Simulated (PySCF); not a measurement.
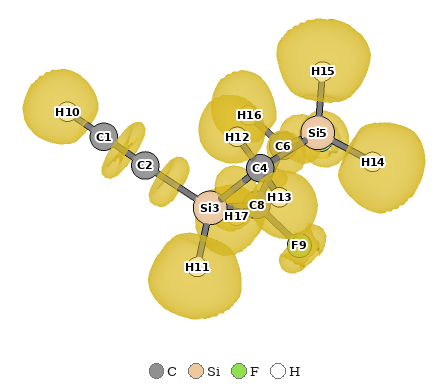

*C5H8F2Si2. Isosurface of the electron localisation function at 0.85 (yellow), seen from one side. Only the valence region is drawn (cores and ρ < 0.01 e/Å³ removed).*

Geometry: GFN2-xTB.

All numbers below come from PySCF 2.14.0, PBE0/pcSseg-1, SCF density, gas phase, non-relativistic.

```
atom    x (Å)    y (Å)    z (Å)
   C   3.3452   0.0049  -0.4829
   C   2.1898   0.1073  -0.8009
  Si   0.4030   0.2924  -1.2469
   C  -0.4430   1.5944  -0.1319
  Si  -1.3752   0.6437   1.2449
   C  -0.6279  -1.0986   0.9048
   F  -1.3508  -2.1301   1.4889
   C  -0.5159  -1.2700  -0.5976
   F  -1.7919  -1.2269  -1.1631
   H   4.3564  -0.0904  -0.2067
   H   0.1992   0.4409  -2.6872
   H   0.2862   2.2840   0.2881
   H  -1.1346   2.2058  -0.7079
   H  -2.8205   0.6093   1.0464
   H  -1.0035   1.0754   2.5940
   H   0.3842  -1.1839   1.3215
   H  -0.1079  -2.2462  -0.8733
```

Q: Identify the bonds, lone pairs and shells in this picture.

A: At this value the surface marks out two regions between bonded C–C atoms (shared pairs), five regions between bonded C–Si atoms (shared pairs), eight regions around hydrogen nuclei and two regions wrapped around F (its lone pairs, merged into a ring or cap). Along the contacts the grid gives the following. C–C (1.20 Å): the ELF peaks at about 0.85 between the atoms (a short, multiple covalent bond). C–F (1.39 Å): the ELF peaks at about 0.85 between the atoms; a shared but strongly polarised pair.
